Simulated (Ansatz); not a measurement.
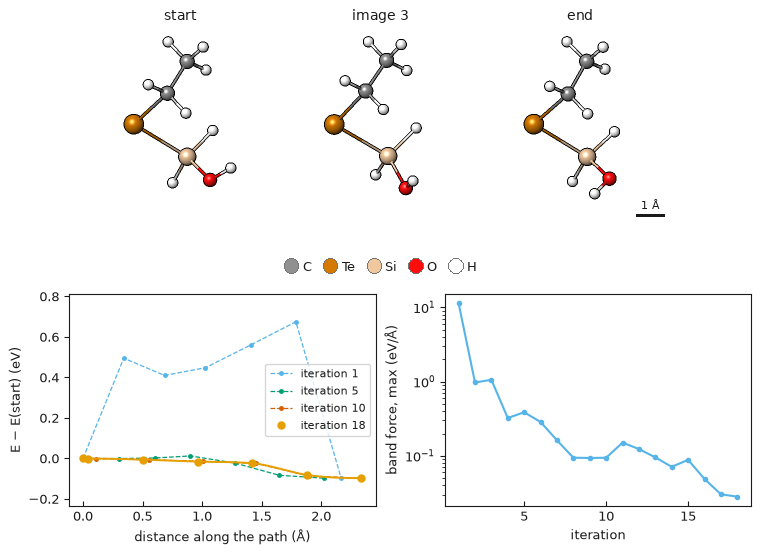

NEB run on C$_{2}$H$_{8}$OSiTe. Images are numbered from 0 (start) to 6 (end). The plot follows the band through its iterations. A ball-and-stick model, seen from a free direction.

Level of theory: RKS PBE0-D4/def2-SVP (Ansatz 0.2.0). Run with 5 movable images; climbing image; force threshold 0.03 eV/Å; iteration limit 60; spring constant 0.5 eV/Å²; starting path through a guess of the saddle point.

Question: Judge this run.

Answer: The run is converged, with reservations. The band converged in 18 iterations. The largest component of the band force went from 11 to 0.028 eV/Å. The first iteration put the highest image at 0.675 eV. No barrier shows: the energy is highest at the start, and the end lies 0.097 eV below the start.

Cost: 4.3 min on 2 threads of Intel(R) Xeon(R) 6975P-C (Granite Rapids), on a shared host, peak memory 0.35 GiB.
